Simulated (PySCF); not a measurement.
Scan of BeCl₂, singlet: map of symmetric stretch and bend. Scanned: Be-Cl bond length and Cl-Be-Cl angle.

Cartesian coordinates as functions of the variables (Å; names that start with a are angles):
```
Be  0  0  0
Cl  r*sin(a/2)  0  r*cos(a/2)
Cl  -r*sin(a/2)  0  r*cos(a/2)
```

Calculation: CCSD(T) on RHF/cc-pVDZ, 10 core orbitals frozen run with PySCF.

Energy in eV above the lowest grid point; x is the Be-Cl bond length (Å), y the Cl-Be-Cl angle (°).

```
y \ x    1.53   1.62   1.71   1.80   1.89   1.98   2.07   2.16   2.25   2.34   2.43
------  -----  -----  -----  -----  -----  -----  -----  -----  -----  -----  -----
180     2.574  1.030  0.252  0.000  0.109  0.462  0.977  1.593  2.267  2.969  3.674
171.36  2.596  1.050  0.269  0.016  0.124  0.477  0.990  1.605  2.279  2.980  3.685
162.73  2.665  1.110  0.323  0.065  0.170  0.519  1.031  1.644  2.315  3.014  3.716
154.09  2.785  1.215  0.416  0.149  0.248  0.592  1.099  1.708  2.376  3.071  3.770
145.45  2.968  1.372  0.555  0.274  0.361  0.697  1.197  1.800  2.462  3.152  3.844
136.82  3.228  1.593  0.747  0.445  0.515  0.838  1.327  1.921  2.575  3.257  3.942
128.18  3.593  1.897  1.007  0.672  0.718  1.021  1.495  2.075  2.717  3.388  4.063
119.55  4.105  2.314  1.356  0.972  0.981  1.256  1.706  2.267  2.893  3.549  4.211
110.91  4.834  2.899  1.835  1.374  1.326  1.557  1.973  2.507  3.110  3.746  4.390
102.27  5.900  3.742  2.514  1.930  1.791  1.954  2.318  2.810  3.379  3.988  4.608
93.64   7.496  5.005  3.519  2.740  2.452  2.503  2.782  3.209  3.726  4.293  4.877
85      9.956  6.971  5.089  3.997  3.466  3.327  3.460  3.774  4.204  4.701  5.229
```

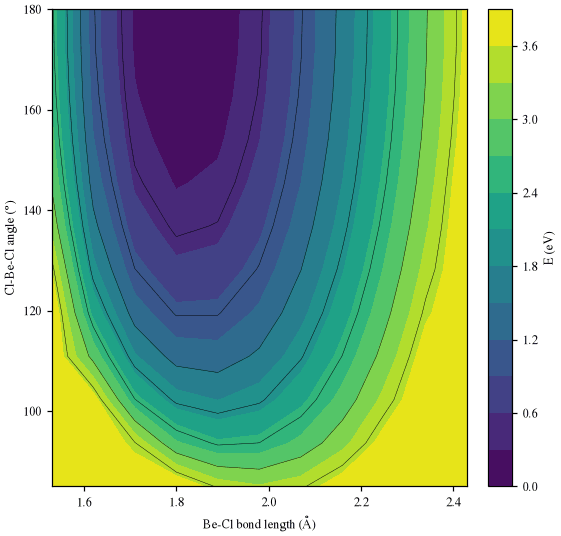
Energy surface, cut off at 4 eV.

Points that lie below all their neighbours on the grid: x = 1.80, y = 180 on the edge of the grid (0.000 eV).
